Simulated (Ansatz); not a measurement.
**Converging the k-point mesh: Cu3Sn (I4mm, 4 atoms in the cell)**

```yaml
crystal:
  lattice:
    - [0.00000, 3.06761, 3.06761]
    - [3.06761, 0.00000, 3.06761]
    - [3.06761, 3.06761, 0.00000]
  atoms:
    - { symbol: Cu, position: [0.50815, 0.50815, 0.49185] }
    - { symbol: Cu, position: [0.75000, 0.75000, 0.75000] }
    - { symbol: Cu, position: [0.25000, 0.25000, 0.25000] }
    - { symbol: Sn, position: [0.00000, 0.00000, 0.00000] }
```

Method: LDA (PW92), default PAW files made with PBE (plane waves; Ansatz, an electronic-structure program).

Base settings: basis.ecutwfc = 420 eV; kpoints.mp_grid.grid = 9 9 9; hamiltonian.xc = lda; hamiltonian.pseudopotentials = {kind: paw} (the program's default PAW files); scf.occupations.method = fermi_dirac; scf.occupations.width = 0.1 eV.

The second cell is the first with its lattice scaled by 0.98.

Only quantities that move along the ladder and can be compared are tabulated.

The count of work is k-points × plane waves × bands × iterations; it is no time. Core times come from one kind of shared machine, to one figure; runs under 30 s give none.

The starting cell comes from a database of computed structures (which also holds hypothetical and non-ambient phases and stackings), without a prior relaxation at this level. Its lattice was rescaled by up to half a per cent. One atom was moved a little off its site on purpose. Spin polarisation is off. In the base run, with a pressure of about -9 GPa the cell is away from its equilibrium volume at this level. Ansatz's pressure includes its estimate of the finite-basis (Pulay) stress.

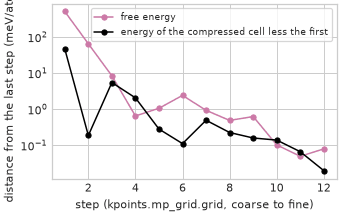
Figure. Distance from the last step along the ladder; very small values are drawn at a floor.

```csv
kpoints.mp_grid.grid,free energy less the last step's (meV/atom),energy of the compressed cell less the first (meV/atom),pressure (GPa),largest difference of a force vector from the last step's (eV/Å),count of work / last,core time / last (rough)
2 2 2,511.59,16.80,-0.10,0.136,0.0042,–
3 3 3,65.34,-30.39,-9.16,0.039,0.0054,–
4 4 4,8.46,-35.71,-9.90,0.010,0.018,–
5 5 5,0.65,-32.27,-9.24,0.005,0.016,–
6 6 6,1.07,-30.48,-8.96,0.004,0.027,–
7 7 7,2.43,-30.31,-8.92,0.005,0.048,–
8 8 8,0.94,-29.70,-8.83,0.004,0.071,–
9 9 9,-0.49,-29.97,-8.88,0.000,0.067,–
11 11 11,0.63,-30.36,-8.94,0.001,0.15,–
13 13 13,0.10,-30.34,-8.94,0.000,0.24,0.2
16 16 16,-0.03,-30.13,-8.90,0.000,0.42,0.4
20 20 20,0.08,-30.20,-8.91,0.000,0.77,0.7
22 22 22,0.00,-30.20,-8.91,0.000,1.0,1
```

Coarsest kpoints.mp_grid.grid that holds the energy of the compressed cell less the first within 1 meV/atom of the last step, with all finer ones: 6 6 6, at 0.027 of the last step's count of work; the step before is off by 2.1 meV/atom.

Coarsest kpoints.mp_grid.grid that holds the pressure within 0.2 GPa of the last step, with all finer ones: 6 6 6, at 0.027 of the last step's count of work; the step before is off by 0.33 GPa.

Coarsest kpoints.mp_grid.grid that holds the free energy within 2 meV/atom of the last step, with all finer ones: 8 8 8, at 0.071 of the last step's count of work; the step before is off by 2.4 meV/atom.

The energy difference between the two cells stays within 1 meV/atom of the last step's from 6 6 6 on, the total only from 8 8 8 on: much of the error is common to both cells and cancels.

Keys are those of Ansatz 0.2.
